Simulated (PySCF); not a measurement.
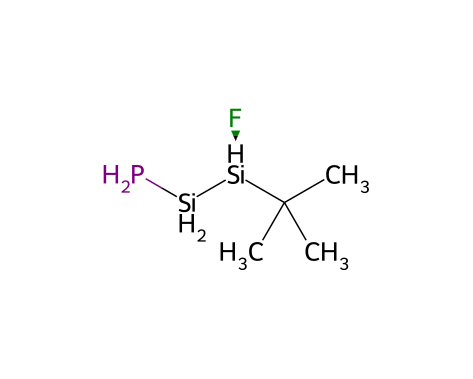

The geometry was computed by an optimisation with GFN2-xTB. No frequency run is at hand to confirm it as a minimum. Properties computed with PBE0/pcSseg-1, gas phase (PySCF 2.14.0).

Question: What is the HOMO–LUMO gap?

Answer: 6.88 eV.

Question: What is the HOMO energy (Kohn–Sham orbital)?

Answer: −7.61 eV.

Question: Estimate the dipole moment.

Answer: 1.36 D.

The geometry is semi-empirical. Around P, Si such bond lengths and angles can be off by a tenth of an ångström or more and by several degrees, and values that hang on the shape move with them.
